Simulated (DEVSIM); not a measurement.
Device: Si n-i-p diode, at 250 K.

| layer (left to right) | material | thickness (μm) | Nd (cm⁻³) | Na (cm⁻³) | τn (s) | τp (s) |
|---|---|---|---|---|---|---|
| 1 | Si | 0.280 | 1.3e18 | - | 2.5e-6 | 2.5e-6 |
| 2 | Si | 1.40 | - | 2.6e14 | 2.5e-6 | 2.5e-6 |
| 3 | Si | 2.30 | - | 8.2e18 | 2.5e-6 | 2.5e-6 |

Left contact: ohmic. Right contact: ohmic. Voltage is applied to the left contact. Recombination: SRH at mid-gap, radiative, Auger. Mobility is μmin + (μ − μmin)/(1 + (N/Nref)^α).

Constants are typed, rounded textbook-type inputs, not results; the design itself was drawn at random and stands for no fabricated device. Values at 300 K; Nc and Nv go as T^1.5, mobilities as T to minus their exponent, the gap by Varshni's rule with the affinity fixed.

```csv
parameter,Si
gap (eV),1.124
affinity (eV),4.05
permittivity,11.7
Nc (cm⁻³),2.86e19
Nv (cm⁻³),3.1e19
μn (cm²/Vs),1417
μp (cm²/Vs),470
"μn,min",52
"μp,min",45
"Nref,n",9.7e16
"Nref,p",2.2e17
αn,0.68
αp,0.72
T exponent of μn,2.3
T exponent of μp,2.2
B (cm³/s),4.7e-15
Cn (cm⁶/s),2.8e-31
Cp (cm⁶/s),9.9e-32
Varshni α (eV/K),0.000473
Varshni β (K),636
```

DEVSIM, 1D drift-diffusion, Boltzmann statistics, complete ionisation; no tunnelling, impact ionisation, image-force lowering or self-heating.

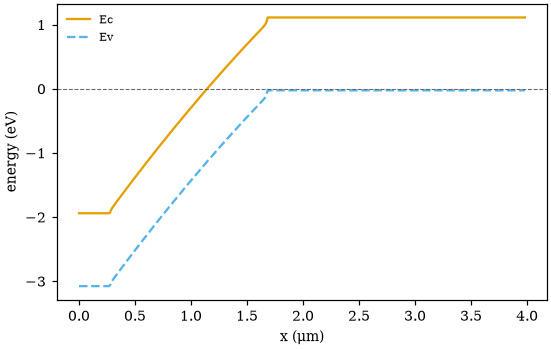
Figure: Band edges at 2.0 V on the left contact

Energies count from the Fermi level of the right contact; mesh points crowd at the junctions.

| x (μm) | Ec (eV) | Ev (eV) | n (cm⁻³) | p (cm⁻³) | field (V/cm) |
|---|---|---|---|---|---|
| 0.000 | -1.939 | -3.075 | 1.3e18 | < 1e2 | ≈ 0 |
| 0.03002 | -1.939 | -3.075 | 1.3e18 | < 1e2 | ≈ 0 |
| 0.08690 | -1.939 | -3.075 | 1.3e18 | < 1e2 | ≈ 0 |
| 0.1842 | -1.939 | -3.075 | 1.3e18 | < 1e2 | ≈ 0 |
| 0.2588 | -1.939 | -3.075 | 1.3e18 | < 1e2 | 140 |
| 0.2831 | -1.900 | -3.036 | 2.1e17 | < 1e2 | 44000 |
| 0.3192 | -1.800 | -2.936 | 2.0e15 | < 1e2 | 24000 |
| 0.4407 | -1.517 | -2.653 | 3.9e9 | < 1e2 | 23000 |
| 0.6795 | -0.978 | -2.114 | < 1e2 | < 1e2 | 22000 |
| 1.133 | -0.020 | -1.156 | < 1e2 | < 1e2 | 20000 |
| 1.455 | 0.611 | -0.525 | < 1e2 | 6.2e8 | 19000 |
| 1.619 | 0.917 | -0.220 | < 1e2 | 8.8e14 | 18000 |
| 1.667 | 1.018 | -0.118 | < 1e2 | 9.9e16 | 31000 |
| 1.691 | 1.113 | -0.023 | < 1e2 | 8.2e18 | 63 |
| 1.763 | 1.113 | -0.023 | < 1e2 | 8.2e18 | ≈ 0 |
| 1.895 | 1.113 | -0.023 | < 1e2 | 8.2e18 | ≈ 0 |
| 2.209 | 1.113 | -0.023 | < 1e2 | 8.2e18 | ≈ 0 |
| 2.876 | 1.113 | -0.023 | < 1e2 | 8.2e18 | ≈ 0 |
| 3.636 | 1.113 | -0.023 | < 1e2 | 8.2e18 | ≈ 0 |
| 3.839 | 1.113 | -0.023 | < 1e2 | 8.2e18 | ≈ 0 |
| 3.933 | 1.113 | -0.023 | < 1e2 | 8.2e18 | ≈ 0 |
| 3.980 | 1.113 | -0.023 | < 1e2 | 8.2e18 | ≈ 0 |
